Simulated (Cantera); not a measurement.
Feed: 1 mol Pb, 0.17 mol CO, 24 mol H2, 0.061 mol O2, equilibrated at 4.00 bar.

These are equilibrium values from Cantera (NASA tables, ideal gas, pure condensed phases), not measurements of a reactor. Candidate condensed phases: C, C6H6, C7H8, C8H18, H2O, Pb, PbO, PbO2, Pb3O4; 113 gas species. Kinetics and transport are ignored.

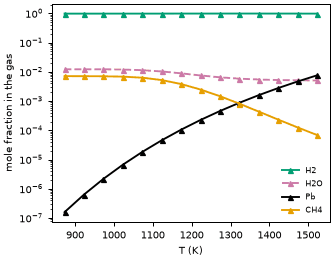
Figure. Equilibrium gas composition (values under 1e-9 drawn at 1e-9)

From 873 K to 1523 K the condensed part is Pb(l). The main Pb-bearing gas is Pb throughout.
